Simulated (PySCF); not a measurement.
# H3O+ (SMILES [OH3+]) at RPA/6-31G

Aim: the vertical ionisation energy of H3O+ at RPA/6-31G, from 2 runs. 

Program for the calculation: PySCF 2.14.0.

### 1 Starting point

H3O+: 4 atoms, total charge +1, spin state singlet. As SMILES, `[OH3+]`. Geometry: relaxed at PBE0-D4/def2-TZVP.

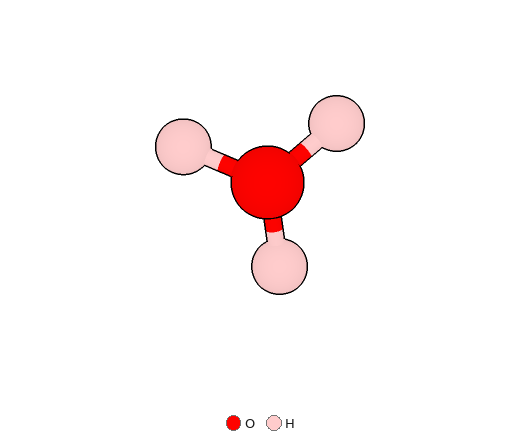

Viewed from a chosen angle; oxygen red, hydrogen pink.

### 2 A single-point energy at RPA/6-31G

job.py reads:

```python
from pyscf import gto
from pyscf.gw.rpa import RPA

molecule = gto.M(
    atom='O 0.181970 -0.056700 -0.052760; H 0.219060 0.918440 0.015140; H -0.408890 -0.368290 -0.767380; H 0.007860 -0.493450 0.805020',
    verbose=3,
    max_memory=1860,
    charge=1,
    basis='6-31g',
)

mf = molecule.RHF()
mf.conv_tol = 1e-10
mf.kernel()
if not mf.converged:
    mf = mf.newton().run(mf.mo_coeff, mf.mo_occ)

rpa = RPA(mf, frozen=1)
rpa.kernel()
e_exx = mf.e_tot
etot = e_exx + rpa.e_corr
print('E(%s) = %.9f' % ('RPA', etot))
```

Run with:

```sh
$ OMP_NUM_THREADS=1 python job.py
```

The log of the run:

```text
converged SCF energy = -76.2685169407595
E(RPA) = -76.4111968592923  E_corr = -0.141586715996281  E_hf = -76.269610143296
E(RPA) = -76.410103657
```

It took 0.46 s on 1 thread of Intel Xeon 6975P-C (Granite Rapids), shared host; peak memory 0.12 GiB.

### 3 Doublet [H3O]2+, same level

job.py reads:

```python
from pyscf import gto
from pyscf.gw.urpa import URPA

system = gto.M(
    atom='O 0.181970 -0.056700 -0.052760; H 0.219060 0.918440 0.015140; H -0.408890 -0.368290 -0.767380; H 0.007860 -0.493450 0.805020',
    basis='6-31g',
    spin=1,
    charge=2,
    verbose=3,
    max_memory=1860,
)

hf = system.UHF()
hf.conv_tol = 1e-10
hf.kernel()
if not hf.converged:
    hf = hf.newton().run(hf.mo_coeff, hf.mo_occ)

rpa = URPA(hf, frozen=1)
rpa.kernel()
e_exx = hf.e_tot
e_final = e_exx + rpa.e_corr
print(f'total energy: {e_final:.8f} hartree')
```

Run with:

```sh
$ OMP_NUM_THREADS=1 python job.py
```

The log of the run:

```text
converged SCF energy = -75.4195968498084  <S^2> = 0.75559322  2S+1 = 2.0055854
E(URPA) = -75.5315443629013  E_corr = -0.110838222118462  E_hf = -75.4207061407828
total energy: -75.53043507 hartree
```

Run time: 0.46 s. Hardware: 1 thread of Intel Xeon 6975P-C (Granite Rapids), shared host; peak memory 0.12 GiB.

### 4 Outcome

Level: RPA/6-31G, 1 core orbital frozen.

```
                                                                   quantity         value
                                                 singlet H3O+: total energy  -76.41010 Eh
                          singlet H3O+: HOMO energy (Hartree–Fock orbitals)     -25.81 eV
                          singlet H3O+: LUMO energy (Hartree–Fock orbitals)      -3.23 eV
                        singlet H3O+: HOMO–LUMO gap (Hartree–Fock orbitals)      22.58 eV
                             singlet H3O+: RPA correlation energy (valence)    -141.6 mEh
                                              doublet [H3O]2+: total energy  -75.53044 Eh
doublet [H3O]2+: HOMO energy (Hartree–Fock orbitals) (highest over α and β)     -43.75 eV
 doublet [H3O]2+: LUMO energy (Hartree–Fock orbitals) (lowest over α and β)     -20.85 eV
                          doublet [H3O]2+: RPA correlation energy (valence)    -110.8 mEh
                                                      doublet [H3O]2+: ⟨S²⟩         0.756
                       vertical ionisation energy (to the doublet dication)     23.937 eV
```

**Reading.** The vertical ionisation energy comes to 23.94 eV (2310 kJ/mol). Mulliken charges (doublet [H3O]2+) of the mean-field density run from -0.08 on O1 to +0.69 on H2; they depend strongly on the basis.
